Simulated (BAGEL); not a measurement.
# A workflow on InHF2 (SMILES [F][InH][F])

Wanted: a single-point energy (HF/ANO-RCC-VDZP), then the energy (NEVPT2(2,2)/ANO-RCC-VDZP), then the energy (CASPT2(2,2)/ANO-RCC-VDZP) of InHF2. 

The results are computed with BAGEL 1.2.2.

1 further run of the same task is left out (set aside as unsound or not needed).

## 1. Starting point

InHF2 has 4 atoms, charge 0, and is taken as a singlet. As SMILES, `[F][InH][F]`. The In2–H4 distance was set to 2.270 Å, away from the relaxed value.

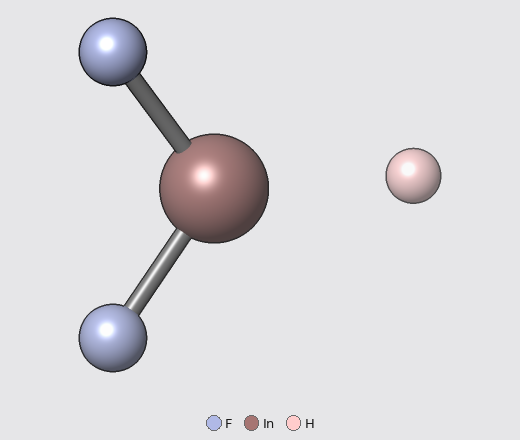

Viewed from a chosen angle; fluorine light blue, indium brown, hydrogen pink.

## 2. A single-point energy at HF/ANO-RCC-VDZP (DKH2, density fitting with AutoAux) (run 1)

calc.json reads:

```json
{ "bagel": [

{
  "title": "molecule",
  "basis": "ano-rcc-vdzp.json",
  "df_basis": "ano-rcc-vdzp-autoaux.json",
  "angstrom": true,
  "dkh": true,
  "geometry": [
    { "atom": "F", "xyz": [   -1.806863,   -1.153772,    0.555447 ] },
    { "atom": "In", "xyz": [   -0.068763,   -0.371172,    0.225347 ] },
    { "atom": "F", "xyz": [    1.228237,   -1.489672,    1.124947 ] },
    { "atom": "H", "xyz": [    0.365400,    1.499400,   -0.984800 ] }
  ]
},
{
  "title": "hf"
},
{
  "title": "print",
  "file": "orbitals.molden",
  "orbitals": true
}

]}
```

The basis set ANO-RCC-VDZP is read from a file made from the Basis Set Exchange's data (not shown).

The run is started by

```sh
$ BAGEL_NUM_THREADS=1 BAGEL calc.json > calc.out
```

What it wrote:

```text
* using 1 threads per process

  ===============================================================
  ===============================================================

  *** Geometry ***

  { "atom" : "F", "xyz" : [     -3.414476,     -2.180313,      1.049643 ] },
  { "atom" : "In", "xyz" : [     -0.129943,     -0.701413,      0.425844 ] },
  { "atom" : "F", "xyz" : [      2.321032,     -2.815072,      2.125842 ] },
  { "atom" : "H", "xyz" : [      0.690506,      2.833455,     -1.861002 ] },

  Number of auxiliary basis functions:      910

  Since a DF basis is specified, we compute 2- and 3-index integrals:
    o Being stored without compression. Storage requirement is 0.042 GB

  Number of basis functions:       76
  Number of electrons      :       68

    * METHOD: MOLECULE                             1.05

  *** RHF ***

  === Nuclear Repulsion ===
   269.0193673380

      * DIIS with orbital gradients will be used.

  === RHF iteration (ano-rcc-vdzp.json) ===
      0      -6076.37391630          0.02858736           0.19
      1      -6076.49843494          0.02587356           0.17
      2      -6076.77532060          0.00169921           0.17
[... 10 lines of this table left out ...]
     13      -6076.77760760          0.00000000           0.19
    * SCF iteration converged.

    * Permanent dipole moment:
           (   -0.278221,    -1.199510,     0.775792) a.u.

    * METHOD: HF                                   3.46

    * METHOD: PRINT                                0.02

  ===============================================================
```

Wall time 4.8 s (1 thread of AMD EPYC 9B14 (Zen 4), shared host); peak memory 0.2 GiB.

## 3. The energy at NEVPT2(2,2)/ANO-RCC-VDZP (DKH2, density fitting with AutoAux) (run 2)

nevpt2.json reads:

```json
{ "bagel" : [

{
  "title" : "molecule",
  "basis" : "ano-rcc-vdzp.json",
  "df_basis" : "ano-rcc-vdzp-autoaux.json",
  "angstrom" : "true",
  "dkh" : "true",
  "geometry" : [
    { "atom" : "F", "xyz" : [      -1.806863,      -1.153772,       0.555447 ] },
    { "atom" : "In", "xyz" : [      -0.068763,      -0.371172,       0.225347 ] },
    { "atom" : "F", "xyz" : [       1.228237,      -1.489672,       1.124947 ] },
    { "atom" : "H", "xyz" : [       0.365400,       1.499400,      -0.984800 ] }
  ]
},

{ "title" : "hf" },

{ "title" : "casscf", "nstate" : 1, "nact" : 2, "nclosed" : 33, "active" : [34, 38], "maxiter" : 200, "natocc" : "true" },

{ "title" : "nevpt2", "nstate" : 1, "nact" : 2, "nclosed" : 33, "active" : [34, 38], "maxiter" : 200, "natocc" : "true", "ncore" : 20 },

{ "title" : "print", "file" : "orbitals.molden", "orbitals" : "true" }

]}
```

The basis set ANO-RCC-VDZP is read from a file made from the Basis Set Exchange's data (not shown).

The run is started by

```sh
$ BAGEL_NUM_THREADS=1 BAGEL nevpt2.json > nevpt2.out
```

What it wrote:

```text
* using 1 threads per process

  ===============================================================
  ===============================================================

  *** Geometry ***

  { "atom" : "F", "xyz" : [     -3.414476,     -2.180313,      1.049643 ] },
  { "atom" : "In", "xyz" : [     -0.129943,     -0.701413,      0.425844 ] },
  { "atom" : "F", "xyz" : [      2.321032,     -2.815072,      2.125842 ] },
  { "atom" : "H", "xyz" : [      0.690506,      2.833455,     -1.861002 ] },

[... 23 lines left out ...]
    * SCF iteration converged.
[... 1 line left out ...]
    * Permanent dipole moment:
[... 27 lines left out ...]
    * Second-order optimization converged. *
[... 9 lines left out ...]
     * ci vector, state   0, <S^2> = 0.0000
[... 3 lines left out ...]
    * METHOD: CASSCF                               8.92

    * freezing 20 orbitals

  === DF-NEVPT2 calculation ===

    * 3-index integral transformation done
    * assembly done

      NEVPT2 correlation energy:   -0.8096975276      0.09

          (+0)     -0.7232790054
          (+0)'    -0.0295714172
          (+1)     -0.0162108782
          (+1)'    -0.0040424835
          (+2)     -0.0002385495
          (-1)     -0.0265108218
          (-1)'    -0.0052245414
          (-2)     -0.0046198307

      NEVPT2 total energy:       -6077.6181146148

    * METHOD: NEVPT2                               0.37

    * METHOD: PRINT                                0.02

  ===============================================================
```

Run time: 14 s. Hardware: 1 thread of AMD EPYC 9B14 (Zen 4), shared host; peak memory 0.22 GiB.

## 4. The energy at CASPT2(2,2)/ANO-RCC-VDZP (DKH2, density fitting with AutoAux) (run 3)

job.json reads:

```json
{ "bagel" : [

{
  "title" : "molecule",
  "basis" : "ano-rcc-vdzp.json",
  "df_basis" : "ano-rcc-vdzp-autoaux.json",
  "angstrom" : "true",
  "dkh" : "true",
  "geometry" : [
    { "atom" : "F", "xyz" : [      -1.806863,      -1.153772,       0.555447 ] },
    { "atom" : "In", "xyz" : [      -0.068763,      -0.371172,       0.225347 ] },
    { "atom" : "F", "xyz" : [       1.228237,      -1.489672,       1.124947 ] },
    { "atom" : "H", "xyz" : [       0.365400,       1.499400,      -0.984800 ] }
  ]
},

{ "title" : "hf" },

{ "title" : "casscf", "nstate" : 1, "nact" : 2, "nclosed" : 33, "nspin" : 0, "active" : [34, 38], "maxiter" : 200, "natocc" : "true" },

{ "title" : "print", "file" : "orbitals.molden", "orbitals" : "true" },

{ "title" : "smith", "method" : "caspt2", "ms" : "true", "xms" : "true", "sssr" : "true", "shift" : 0.2, "shift_imag" : "true", "ncore" : 20 }

]}
```

The basis set ANO-RCC-VDZP is read from a file made from the Basis Set Exchange's data (not shown).

The run is started by

```sh
$ BAGEL_NUM_THREADS=1 BAGEL job.json > job.out
```

What it wrote:

```text
* using 1 threads per process

  ===============================================================
  ===============================================================

  *** Geometry ***

  { "atom" : "F", "xyz" : [     -3.414476,     -2.180313,      1.049643 ] },
  { "atom" : "In", "xyz" : [     -0.129943,     -0.701413,      0.425844 ] },
  { "atom" : "F", "xyz" : [      2.321032,     -2.815072,      2.125842 ] },
  { "atom" : "H", "xyz" : [      0.690506,      2.833455,     -1.861002 ] },

[... 25 lines left out ...]
    * Permanent dipole moment:
[... 37 lines left out ...]
     * ci vector, state   0, <S^2> = 0.0000
[... 21 lines left out ...]
       #      aibj      arbs      arbi      airj      risj      airs      arst      rist         Etot      error   time
[... 8 lines left out ...]
      ------------------------------------------------------------------------------------------------------------------

    * CASPT2 energy : state  0    -6077.5850642002
        w/o shift correction      -6077.5829534640
        reference weight              0.8468506015

    * METHOD: SMITH                                0.54

  ===============================================================
```

Run time: 14 s. Hardware: 1 thread of AMD EPYC 9B14 (Zen 4), shared host; peak memory 0.22 GiB.

## 5. Outcome

```
                                     quantity           value
         run 1, HF/ANO-RCC-VDZP: total energy  -6076.77761 Eh
        run 1, HF/ANO-RCC-VDZP: dipole moment          3.70 D
          run 1, HF/ANO-RCC-VDZP: HOMO energy       -12.12 eV
          run 1, HF/ANO-RCC-VDZP: LUMO energy        -0.26 eV
        run 1, HF/ANO-RCC-VDZP: HOMO–LUMO gap        11.85 eV
run 2, NEVPT2(2,2)/ANO-RCC-VDZP: total energy  -6077.61811 Eh
run 3, CASPT2(2,2)/ANO-RCC-VDZP: total energy  -6077.58506 Eh
```
